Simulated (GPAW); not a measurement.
Consider ZrCuSiP (P4/nmm).

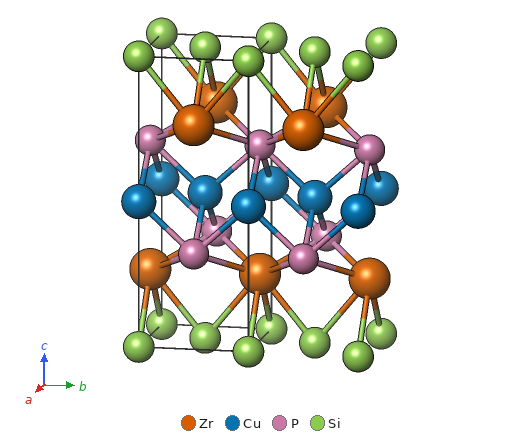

The structure (zirconium orange, copper blue, phosphorus pink, silicon green). 1×2×1 cells are drawn. Some periodic images of atoms are drawn too.

```cif
data_structure
_symmetry_space_group_name_H-M 'P 1'
_symmetry_Int_Tables_number 1
_cell_length_a 3.5935
_cell_length_b 3.5935
_cell_length_c 9.5264
_cell_angle_alpha 90.000
_cell_angle_beta 90.000
_cell_angle_gamma 90.000
_cell_volume 123.02
loop_
_atom_site_label
_atom_site_type_symbol
_atom_site_fract_x
_atom_site_fract_y
_atom_site_fract_z
_atom_site_occupancy
Zr1 Zr 0.50000 0.00000 0.22862 1
Zr2 Zr 0.00000 0.50000 0.77138 1
Cu3 Cu 0.00000 0.00000 0.50000 1
Cu4 Cu 0.50000 0.50000 0.50000 1
P5 P 0.50000 0.00000 0.67181 1
P6 P 0.00000 0.50000 0.32819 1
Si7 Si 0.00000 0.00000 0.00000 1
Si8 Si 0.50000 0.50000 0.00000 1
```

Absorber: atom 3, with 4 P at 2.43 Å and 4 Cu at 2.54 Å (8-fold, site symmetry -4m2). Method: GPAW, LDA, excited-electron core hole (neutral cell), 16-atom cell with 5.1 Å between holes, 5×5×5 k points, dipole transitions, Gaussian full width 1.55 eV up to 4 eV, rising linearly to 3.5 eV at 25 eV.

Q: Predict the near-edge structure at the Cu K edge.

Main maxima up to 30 eV above the zero (height): 6.4 eV (1.46), 19.0 eV (1.28) and 26.6 eV (1.30). A K edge sees empty p states on the absorber. The total-energy difference is 8992.33 eV. One term is added: -29.79 eV, since the hole is spin-paired here and a spin-polarised one costs that much less in the free atom (computed apart). The photon energy is then 8962.53 eV. The tabulated edge of the element is 8979 eV. The functional leaves an error in such absolute values: in the free atom LDA prices this hole 18.3 eV below PBE (computed apart), and PBE is itself good to a few eV.

The Cu K spectrum (energy from the lowest empty level; intensity scaled to a mean of 1 over the first 20 eV; polarised curves are means over the symmetry-equivalent atoms):

```tsv
E (eV)	isotropic	ε ⊥ c	ε ∥ c
-2.0	0.00	0.00	0.00
-0.5	0.07	0.05	0.10
1.0	0.33	0.36	0.26
2.5	0.43	0.43	0.44
4.0	0.77	0.87	0.57
5.5	1.18	1.18	1.18
7.0	1.38	1.17	1.81
8.5	1.10	1.04	1.23
10.0	0.99	0.95	1.07
11.5	1.00	0.93	1.15
13.0	1.04	1.14	0.83
14.5	1.15	1.34	0.76
16.0	1.19	1.29	0.97
17.5	1.21	1.18	1.28
19.0	1.28	1.27	1.31
20.5	1.19	1.20	1.18
22.0	1.06	1.00	1.16
23.5	1.06	0.97	1.23
25.0	1.20	1.09	1.41
26.5	1.30	1.21	1.48
28.0	1.22	1.23	1.21
29.5	1.00	1.07	0.85
31.0	0.78	0.83	0.67
```

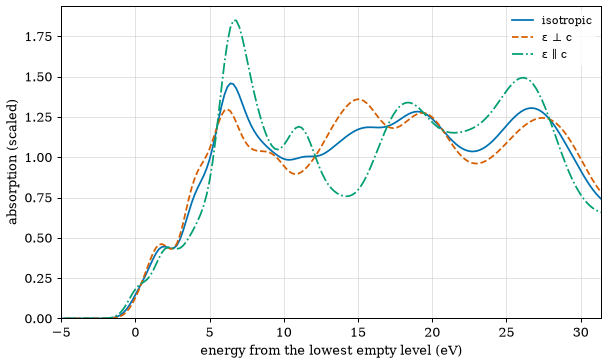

The Cu K edge.

The script folds with a Gaussian, whereas the core hole's own line is a Lorentzian, so the onset is too steep and the first peak too high. The holes are only 5.1 Å apart, so the shape is probably not converged with cell size; no larger cell was run here. Lifetime broadening is put in by hand, and intensities beyond about 20 eV depend on it and on the partial waves. The structure is a computed Materials Project entry and may be a hypothetical form.

[Banner, clock and machine lines of the logs are left out without a mark of their own.]

[Logs are printed without paths, hosts, clocks, repeated set-up lines and the standing remarks that a program may print on its own settings, such as how far it seeks lower states.]

[Hosts, paths, dates, database ids (printed as entryN), source tags and the programs' standing remarks are cut or masked in the printed files.]

[Lists of maxima count a maximum above −3 eV only where it reaches 4 % of the highest in the window and stands out from its surroundings by 2 % of it (1.5 % where it reaches 55 %); shoulders and weaker maxima are passed over, and of the rest the first, up to two pre-edge ones and the few strongest are named.]
